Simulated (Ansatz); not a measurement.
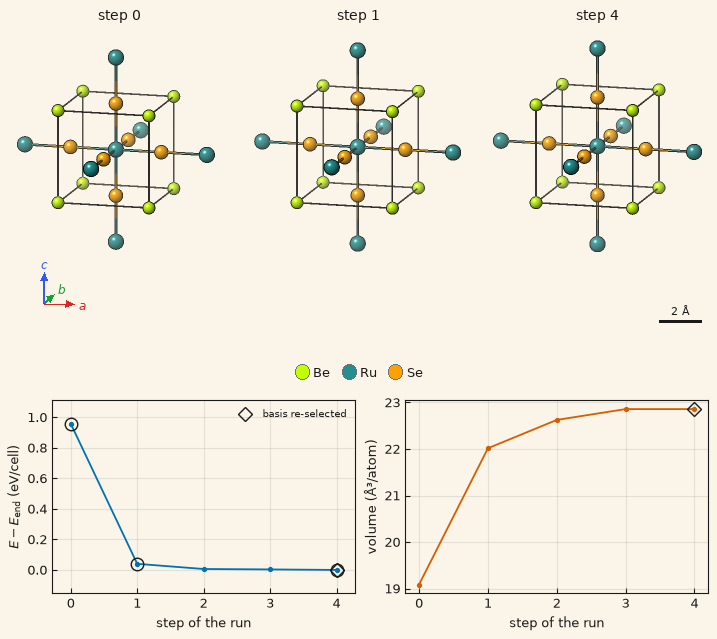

Frames of a relaxation of crystalline BeRuSe3 (a generated structure, set up in Pm-3m) (coarse preliminary run), marked on the history of the run. Style: ball-and-stick. Shown: the cell of the calculation, slightly off an axis.

All numbers below come from Ansatz, DFT PBE, scalar-relativistic, plane waves, PAW. Set-up: plane-wave cutoff 420 eV; k-point mesh 4 × 4 × 4; occupations gaussian; smearing width 0.1 eV; collinear spin; cell and atoms relaxed; force threshold 0.04 eV/Å; at most 70 steps.

Question: What happens along the run?

Answer: The energy falls by 0.958 eV per cell of the calculation in 3 accepted moves (4 points after the start). All forces vanish by symmetry, so only the cell relaxes. The pressure goes from 19.36 to 0.09 GPa. At 1 point the geometry stayed and the basis and grid were re-selected for the new cell (energy shift of 3.3 meV per cell of the calculation at most each time). No atom moves by more than 0.005 Å relative to the cell. Cell: a = b = c 4.570 → 4.853 Å (+6.2 %). Volume +19.8 %. Among the contacts that change: Ru–Se 2.285 → 2.426 Å. The space group stays Pm-3m (No. 221). The program noted that the starting moments weren't kept. The run may lie on a higher electronic state than the lowest, so the end point isn't shown to be the ground-state structure. From step 0 to 1: volume +15.3 %, energy −0.918 eV per cell of the calculation. From step 1 to 4: volume +3.8 %, energy −40.0 meV per cell of the calculation.

```json
{"step": "0", "E − E(0), meV/atom": "0.00", "pressure, GPa": "19.36", "volume, Å³/atom": "19.086", "note": ""}
{"step": "1", "E − E(0), meV/atom": "-183.57", "pressure, GPa": "2.89", "volume, Å³/atom": "22.016", "note": ""}
{"step": "2", "E − E(0), meV/atom": "-190.35", "pressure, GPa": "0.78", "volume, Å³/atom": "22.625", "note": ""}
{"step": "3", "E − E(0), meV/atom": "-190.91", "pressure, GPa": "0.05", "volume, Å³/atom": "22.858", "note": ""}
{"step": "4", "E − E(0), meV/atom": "-191.57", "pressure, GPa": "0.09", "volume, Å³/atom": "22.858", "note": "same geometry, new basis"}
```
